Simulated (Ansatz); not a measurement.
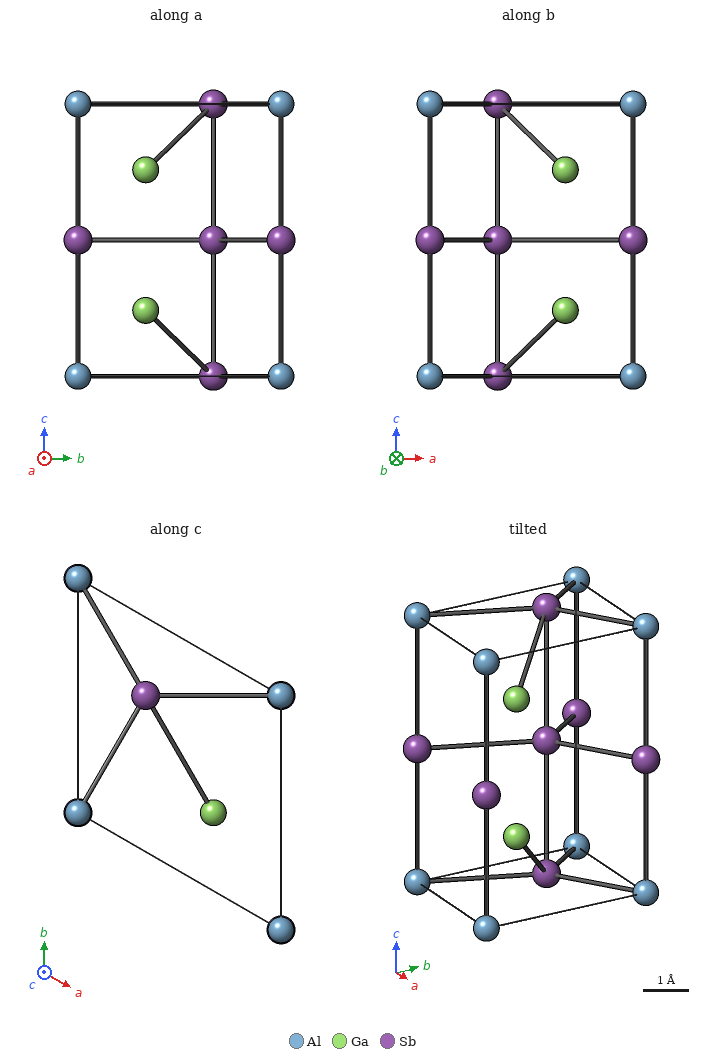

The crystal in a ball-and-stick representation, seen along the a axis, along the b axis, along the c axis and slightly off an axis. The edges of the conventional unit cell are marked.

Lattice parameters: a = 5.260 Å, b = 5.260 Å, c = 6.110 Å, α = 90.00°, β = 90.00°, γ = 120.00°. Put a along x and b in the xy plane.

**Transcribe the picture into a POSCAR file, with free fractional coordinates to two decimals.**

```
Al Ga Sb
1.0
     5.260    0.000    0.000
    -2.630    4.556    0.000
     0.000    0.000    6.110
Al Ga Sb
1 2 3
Direct
  0.00 0.00 0.00
  0.6667 0.3333 0.24
  0.6667 0.3333 0.76
  0.00 0.00 0.50
  0.3333 0.6667 0.00
  0.3333 0.6667 0.50
```

Provenance: a structure type filled with these elements by a generator (whether the compound takes this form wasn't checked). Earlier steps of the study, as a rule a relaxation of our own, may have changed the cell and positions, so they can lie some per cent off the listed ones. It was run through Ansatz as a DFT input.
